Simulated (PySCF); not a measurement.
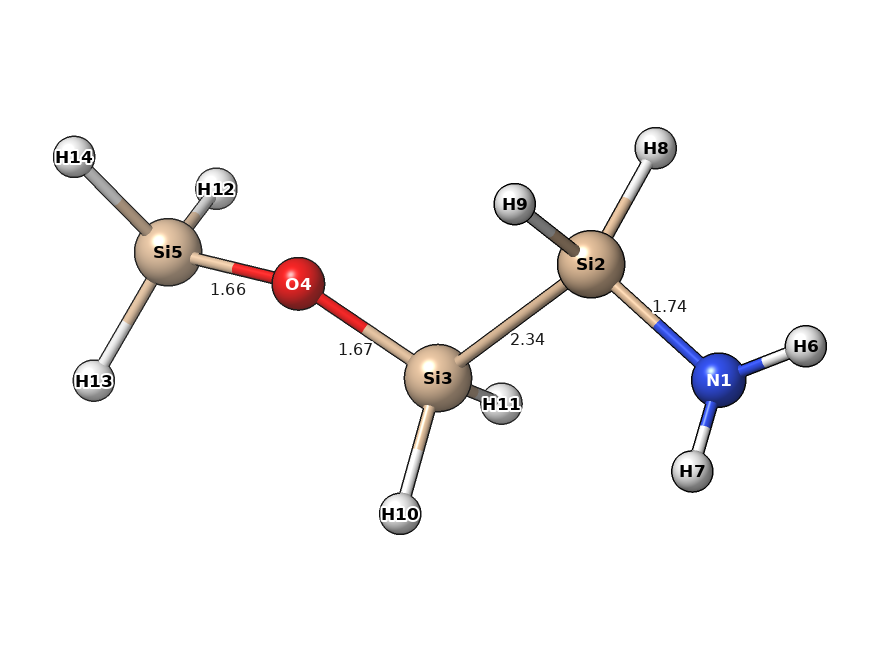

Bond lengths are marked in Å; every bond is drawn as one stick. Computed geometry: PBE0-D3(BJ)/def2-SVP optimisation. No frequency run is at hand to confirm it as a minimum.

Which of the marked bonds are single, double, triple or aromatic?

Answer. N1–Si2 single; Si2–Si3 single; Si3–O4 single; O4–Si5 single.

Write the SMILES.

Answer. N[SiH2][SiH2]O[SiH3]
